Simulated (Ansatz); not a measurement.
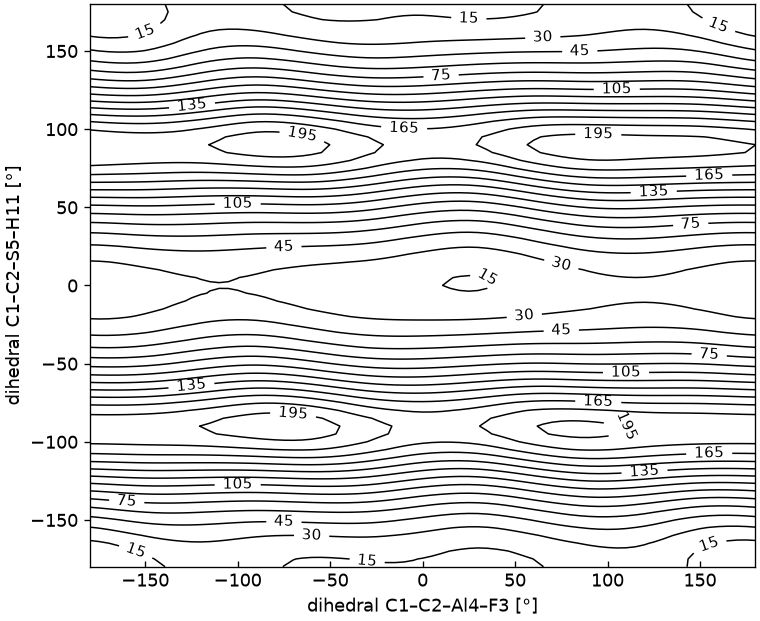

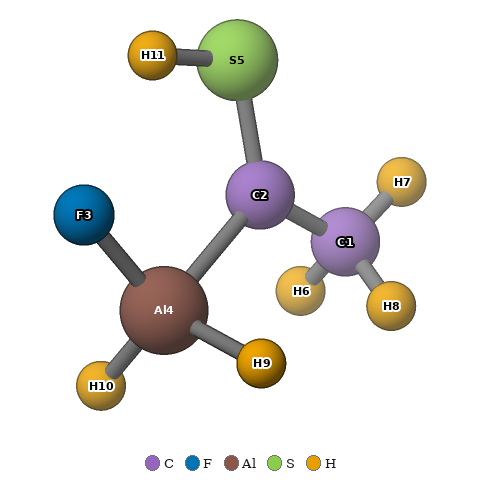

Energy landscape of C2H6AlFS. The first coordinate is: dihedral C1–C2–Al4–F3; the second: dihedral C1–C2–S5–H11. Nothing is relaxed (all other coordinates rigid). The scan uses a 12 × 12 grid. Energies: kJ/mol, counted from the lowest grid point. Method: RKS PBE0-D4/def2-SVP in Ansatz 0.2.0.

Drawn: contour lines labelled in kJ/mol. Between grid points the surface is interpolated. The second picture is the structure at the lowest point.

What does the map say about the system?

Answer. The lowest grid point is at dihedral C1–C2–Al4–F3 = −180°, dihedral C1–C2–S5–H11 = −180°. Higher local minima lie near dihedral C1–C2–Al4–F3 = 30°, dihedral C1–C2–S5–H11 = −180° (11 kJ/mol above the lowest at that grid point); dihedral C1–C2–Al4–F3 = −60°, dihedral C1–C2–S5–H11 = −180° (13 kJ/mol above the lowest at that grid point); dihedral C1–C2–Al4–F3 = 30°, dihedral C1–C2–S5–H11 = 0° (14 kJ/mol above the lowest at that grid point). The highest grid point, dihedral C1–C2–Al4–F3 = 90°, dihedral C1–C2–S5–H11 = 90°, lies 204 kJ/mol above the lowest. On the interpolated surface the easiest way out of the lowest well to the well at about dihedral C1–C2–Al4–F3 = −50°, dihedral C1–C2–S5–H11 = −180° passes a barrier of about 21 kJ/mol. Round the minimum the valley is somewhat tilted: raising dihedral C1–C2–Al4–F3 shifts the best value of dihedral C1–C2–S5–H11 downwards (coupling k₁₂/√(k₁₁k₂₂) about 0.2). At the lowest point F3···H11 is 2.24 Å, a hydrogen-bond distance.

Grid values (kJ/mol):

| dihedral C1–C2–S5–H11 ↓, dihedral C1–C2–Al4–F3 → | −180 | −150 | −120 | −90 | −60 | −30 | 0 | 30 | 60 | 90 | 120 | 150 |
| --- | --- | --- | --- | --- | --- | --- | --- | --- | --- | --- | --- | --- |
| 150 | 31 | 30 | 45 | 51 | 43 | 37 | 39 | 42 | 44 | 45 | 47 | 44 |
| 120 | 113 | 110 | 121 | 131 | 123 | 113 | 112 | 119 | 124 | 122 | 122 | 121 |
| 90 | 195 | 191 | 194 | 203 | 200 | 184 | 175 | 180 | 197 | 204 | 202 | 200 |
| 60 | 131 | 131 | 128 | 128 | 130 | 123 | 110 | 109 | 123 | 136 | 136 | 133 |
| 30 | 52 | 56 | 57 | 55 | 54 | 50 | 42 | 38 | 48 | 58 | 60 | 55 |
| 0 | 19 | 23 | 29 | 28 | 23 | 20 | 16 | 14 | 19 | 26 | 28 | 24 |
| −30 | 42 | 44 | 54 | 57 | 49 | 42 | 41 | 43 | 46 | 47 | 49 | 48 |
| −60 | 113 | 114 | 124 | 132 | 124 | 112 | 109 | 115 | 120 | 118 | 117 | 117 |
| −90 | 190 | 191 | 195 | 203 | 202 | 186 | 175 | 180 | 194 | 198 | 193 | 191 |
| −120 | 126 | 130 | 129 | 129 | 132 | 128 | 116 | 112 | 125 | 136 | 132 | 126 |
| −150 | 40 | 49 | 50 | 47 | 48 | 49 | 42 | 37 | 46 | 55 | 52 | 40 |
| −180 | 0 | 10 | 21 | 18 | 13 | 14 | 14 | 11 | 14 | 21 | 23 | 11 |

The whole map (144 points run) took 9.4 min on 1 thread of Intel(R) Xeon(R) 6975P-C (Granite Rapids) (shared host).
